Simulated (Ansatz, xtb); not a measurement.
Ligand exchange: C3H6 + SiH3I → C2H3I + SiH3(CH3)

Species: C3H6 (propene) `C=CC`, singlet; SiH3I `[SiH3]I`, singlet; C2H3I (vinyl iodide) `C=CI`, singlet; SiH3(CH3) (methylsilane), singlet. The partners trade CH3 for I: C–CH3 and Si–I bonds give way to C–I and Si–CH3.

Shapes, held fixed at every level: PBE0-D4/def2-TZVP. Programs: Ansatz 0.2.0, xtb 6.7.1. The zero-point and thermal change to 298 K, harmonic and unscaled (PBE0-D4/def2-TZVP), is -5.6 kJ/mol.

```
             level                    kind  ΔH(298 K) (kJ/mol)  less CCSD(T)/def2-TZVPP
          GFN1-xTB          semi-empirical              +200.9                   +115.1
       HF/def2-SVP            Hartree–Fock              +115.0                    +29.2
 PBE-D4/def2-TZVPP                     GGA               +86.0                     +0.2
PBE0-D4/def2-TZVPP           global hybrid               +94.0                     +8.2
wB97M-V/def2-TZVPP  range-separated hybrid               +91.1                     +5.3
wB97X-V/def2-TZVPP  range-separated hybrid               +92.4                     +6.6
      MP2/def2-SVP     perturbation theory               +99.9                    +14.1
    MP2/def2-TZVPP     perturbation theory               +87.8                     +2.0
CCSD(T)/def2-TZVPP   coupled cluster or CI               +85.8                      0.0
```

The highest level, CCSD(T)/def2-TZVPP, gives ΔH(298 K) = +85.8 kJ/mol; the levels span +85.8 to +200.9. GFN1-xTB strays far from the other rows. The column of differences is taken from that level and isn't an error. No measured value is set beside it here. For atoms past krypton def2 sets carry core potentials with scalar relativity. Correlated rows may include outer-core shells of I, which these sets cover unevenly.

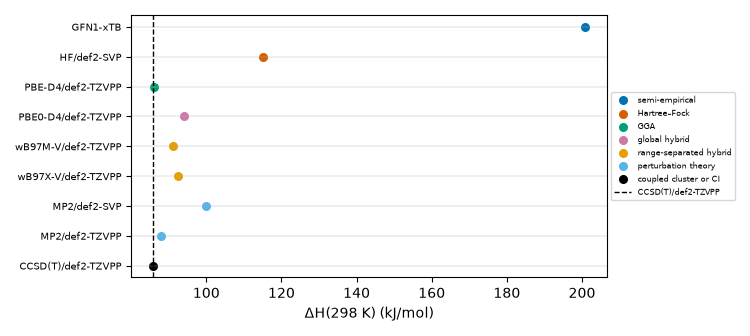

The values of the table, level by level.
